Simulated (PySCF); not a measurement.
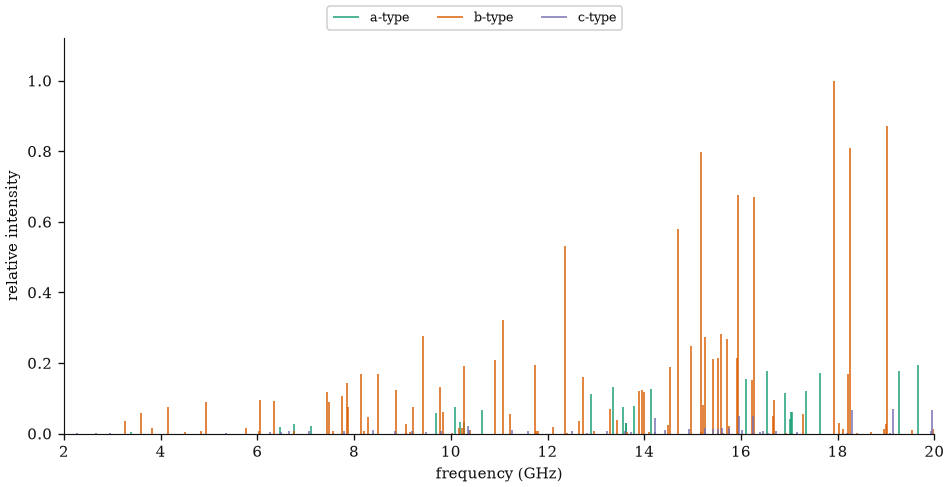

Si₂PNH₈, SMILES N[SiH2]P[SiH3]. Simulated rotational absorption lines between 2 and 20 GHz at 2 K: rigid rotor with the equilibrium constants and dipole of one optimised conformer (PBE0-D3(BJ)/def2-SVP, PySCF 2.14.0), commonest isotopes; no centrifugal distortion, hyperfine structure, internal rotation or nuclear-spin weights; lines within 1 MHz of each other are summed. Lines of different type are drawn apart.

> What are the rotational constants, and what kind of rotor is it?

Rotational constants A, B, C = 4.800, 1.853, 1.541 GHz; Ray's κ = −0.81, an asymmetric top on the prolate side.

> Which dipole components drive the lines?

|μa|, |μb|, |μc| = 0.36, 0.95, 0.25 D; b-type lines carry 81 % of the intensity in this range.

Caveats: coarse grid, loose stop and no frequency check, small forces are noise and the end may be a saddle.
